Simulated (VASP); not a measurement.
Band structure of MgSe (rock salt). Level of theory: SCAN meta-GGA, VASP's PBE PAW potentials (set 64) (plane waves; VASP).

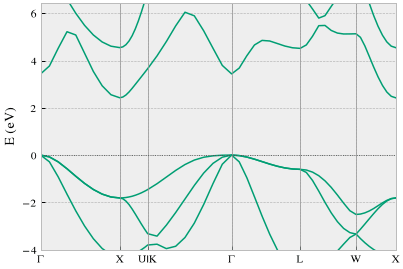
*Bands along high-symmetry lines, zero at the valence-band maximum or, without a gap, the Fermi level*

Problem. Read the plot: is there a gap, and where are the band edges?

Solution. The gap is indirect, 2.42 eV, from the valence maximum at Γ to the conduction minimum at X.

The compound is MgSe in the rock salt structure. It was relaxed first.
